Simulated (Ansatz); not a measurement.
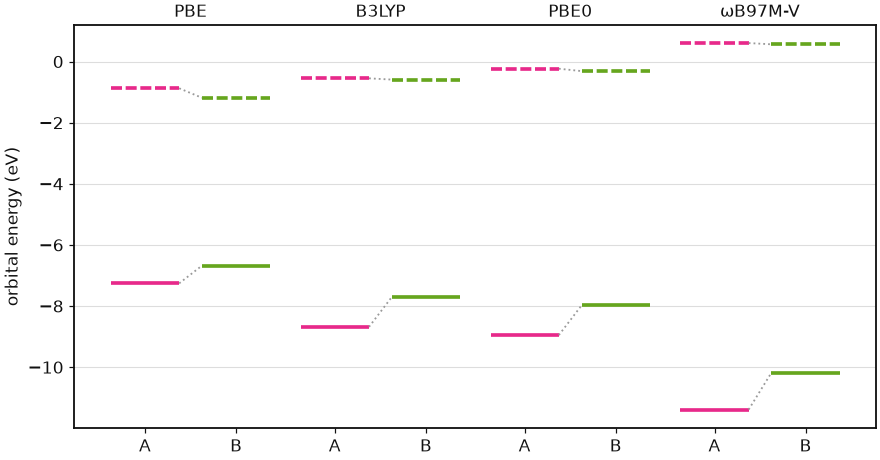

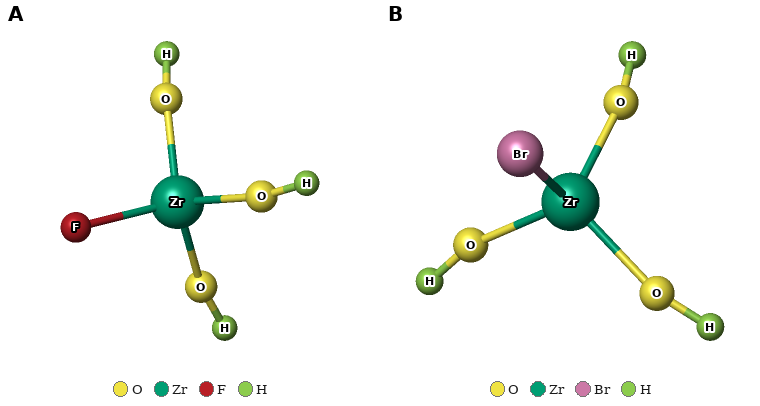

One change: A, ZrH₃O₃F (SMILES [OH][Zr]([OH])([OH])[F]), becomes B, ZrH₃O₃Br (SMILES [OH][Zr]([OH])([OH])[Br]). F on Zr is replaced by Br. HOMO (solid) and LUMO (dashed) computed in def2-TZVPP at PBE0-D4/def2-TZVP geometries, both minima by their frequencies, gas phase, the Ansatz code. Empty levels above zero depend strongly on the basis.

What does the change do to HOMO and LUMO?

Answer. PBE: the HOMO rises by 0.58 eV, the LUMO falls by 0.31 eV, and the separation goes from 6.38 to 5.49 eV. B3LYP: the HOMO rises by 0.98 eV, the LUMO falls by 0.04 eV, and the separation goes from 8.13 to 7.11 eV. PBE0: the HOMO rises by 0.97 eV, the LUMO falls by 0.08 eV, and the separation goes from 8.72 to 7.66 eV. ωB97M-V: the HOMO rises by 1.21 eV, the LUMO falls by 0.04 eV, and the separation goes from 11.99 to 10.74 eV.

Do the functionals agree on the effect?

Answer. They agree on the direction for both levels; the HOMO shift lies between 0.58 and 1.21 eV and the LUMO shift between −0.31 and −0.04 eV, while the separations themselves differ by up to 5.6 eV between functionals.

Note: core potentials past krypton.
